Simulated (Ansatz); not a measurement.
## Electronic structure of CH$_{3}$OS (SMILES OC[S-]) (charge −1) in real space

```yaml
atoms:
  - { symbol: C, position_ang: [-1.8716, -0.4391, -0.5732] }
  - { symbol: O, position_ang: [-2.8546, 0.2832, 0.2081] }
  - { symbol: S, position_ang: [-0.1888, 0.1465, -0.2604] }
  - { symbol: H, position_ang: [-2.2981, 0.9083, 0.6990] }
  - { symbol: H, position_ang: [-1.9764, -1.5119, -0.3186] }
  - { symbol: H, position_ang: [-2.1468, -0.3160, -1.6390] }
```

Geometry: r2SCAN-D4/def2-SVPD.

All numbers below come from isolated molecule in a Gaussian basis; Kohn-Sham density functional theory, functional PBE0 (Ansatz 0.2.0).

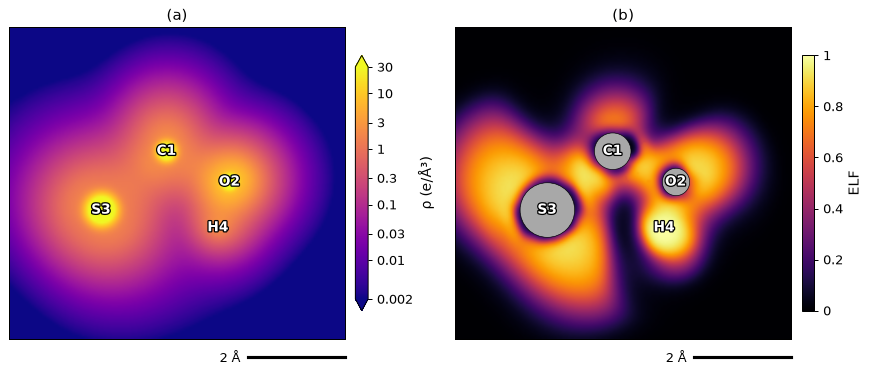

Figure 1. (a) electron density; (b) electron localisation function on the plane of atoms C1, O2 and H4. Grey discs cover the atomic cores in the ELF map.

Q: Describe what can be read from this map.

A:
- The section cuts through C, O, S and H sites.
- C–O (1.45 Å): ρ at the midpoint is about 1.9 e/Å³, with its minimum of 1.6 e/Å³ about 0.5 Å from C; the ELF peaks at about 0.90 between the atoms, as expected for a shared but strongly polarised pair.
- C–S (1.81 Å): the density is about 1.2 e/Å³ at the midpoint; the ELF peaks at about 0.90 between the atoms, as expected for localised, covalent bonding.
- O–H (0.97 Å): ρ at the midpoint is about 3.8 e/Å³; the ELF climbs to about 1 towards the hydrogen, as it does in any bond to H (an ordinary covalent bond to hydrogen).
- The ELF also peaks beside S3 and O2, away from the bonds: lone-pair regions.

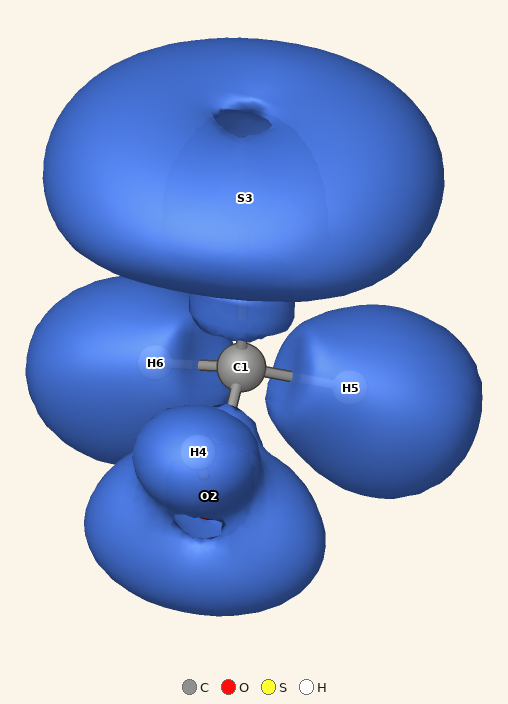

Figure 2. Isosurface of the ELF at 0.75 (blue), seen at an oblique angle. Core shells and regions of very low density are left out.

Q: What do the ELF domains correspond to?

A: At this value the surface marks out one region between bonded C–S atoms (shared pairs), two regions around hydrogen nuclei, one ring or bowl of non-bonding electrons around S and one joined region spread over several atoms (H, O), in which their bonds and any lone pairs are merged.

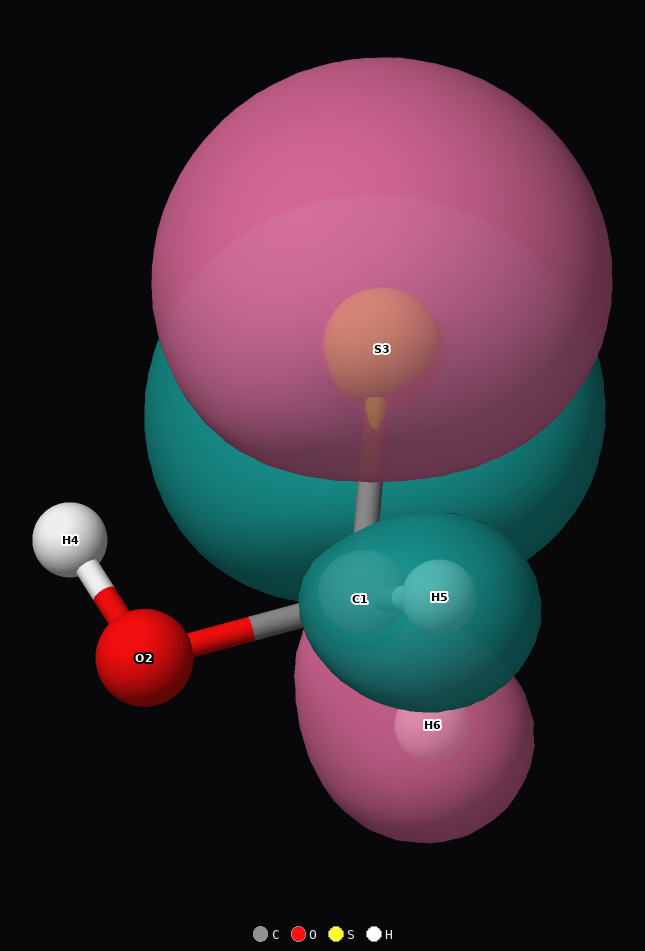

Figure 3. The HOMO at ±0.08 Å⁻³ᐟ² (teal and pink are the two phases), seen at a tilt.

Q: Describe this orbital and give its energy.

A: By Hirshfeld shares it lies mainly on S3 (about 85 %) and C1 (about 5 %); largely a lone pair of S3. Its energy is −0.25 eV.
